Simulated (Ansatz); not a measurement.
```xyz
14

C     0.9684   -1.5807    1.4384
C     1.0331   -0.2472    0.7309
O    -0.2479    0.0923    0.2446
Si   -0.5739    1.2034   -0.9281
N    -2.1373    0.8755   -1.4956
F     0.6057    1.0245   -2.0414
H     1.9551   -1.8535    1.8426
H     0.6457   -2.3715    0.7446
H     0.2493   -1.5423    2.2703
H     1.7598   -0.2872   -0.1005
H     1.3844    0.5349    1.4305
H    -0.4840    2.6201   -0.4996
H    -2.6971    1.5710   -1.9709
H    -2.4742   -0.0688   -1.6370
```

Method: Ansatz 0.2.0, RKS PBE0/def2-SVP.

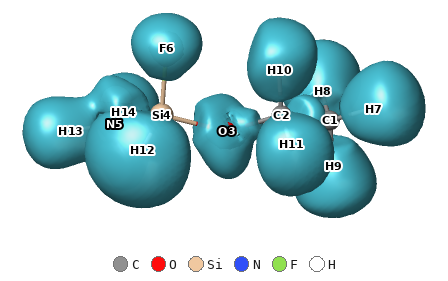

C2H8FNOSi (SMILES CCO[SiH](N)F). Isosurface of the ELF at 0.75 (cyan), seen from one side. Only the valence region is drawn (cores and ρ < 0.01 e/Å³ removed).

**What do the ELF domains correspond to?**

At this value the surface marks out one region between bonded C–C atoms (shared pairs), six regions around hydrogen nuclei, one region on O in which the atom's valence shell and bonds are merged, one region wrapped around F (its lone pairs, merged into a ring or cap) and one joined region spread over several atoms (H, N), in which their bonds and any lone pairs are merged. Along the contacts the grid gives the following. C–O (1.41 Å): the ELF peaks at about 0.90 between the atoms: a polar covalent bond. C–C (1.51 Å): the ELF peaks at about 0.95 between the atoms, as expected for a shared electron pair.
